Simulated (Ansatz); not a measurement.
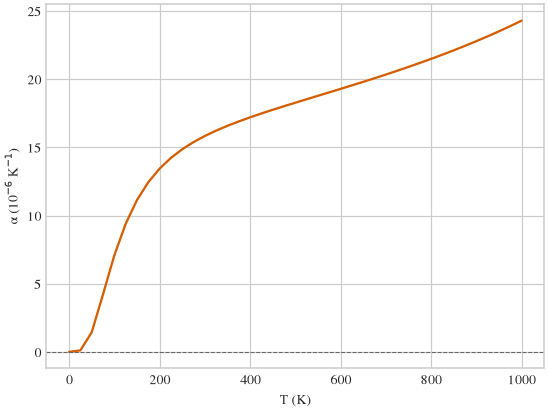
Figure: Linear thermal expansion of rock salt MgS from quasi-harmonic approximation, DFT at the LDA level (Ansatz, an electronic-structure program)

Task: Read off α at 700 K, and say whether it is negative anywhere.

Result: About 20 × 10⁻⁶ K⁻¹. It is not negative in the range shown.

The PAW data sets were generated under PBE and serve the other functionals too.
